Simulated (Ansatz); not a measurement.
## Profile along the Mg–Mg line in Mg (hcp, Mg type)

Mg (hcp, Mg type)

```cif
data_Mg2
_chemical_formula_sum 'Mg2'
_space_group_name_H-M_alt 'P 1'
_space_group_IT_number 1
_cell_length_a 3.17453
_cell_length_b 3.17453
_cell_length_c 5.18496
_cell_angle_alpha 90.000
_cell_angle_beta 90.000
_cell_angle_gamma 120.000
loop_
_space_group_symop_operation_xyz
  'x, y, z'
loop_
_atom_site_label
_atom_site_type_symbol
_atom_site_fract_x
_atom_site_fract_y
_atom_site_fract_z
_atom_site_occupancy
Mg1 Mg 0.33333 0.66667 0.75000 1
Mg2 Mg 0.66667 0.33333 0.25000 1
```

Fields along a shortest Mg–Mg line of a (1 -1 0 0) plane (3.17 Å), from Mg to Mg, interpolated on the slice's grid (step about 0.2 Å). Computed with r2SCAN (plane waves to 500 eV, PAW, scalar-relativistic; Ansatz, an electronic-structure program). k mesh 17×17×9. Inside the PAW spheres the values are not all-electron values, and peaks at nuclei hang on which shells count as valence. Mg was relaxed with its symmetry unable to fall. The PAW data are Ansatz's earlier set.

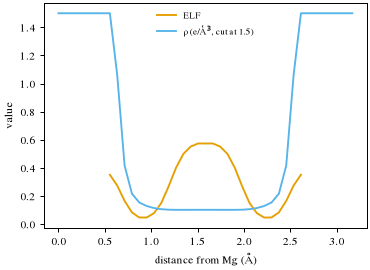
Figure: ELF (away from the nuclei) and valence density from Mg to Mg.

Density on the Mg–Mg line (3.17 Å) at its midpoint: 0.10 e/Å³. ELF at that point: 0.6. ELF maximum in the middle third of the Mg–Mg line: 0.57, 1.6 Å from Mg.
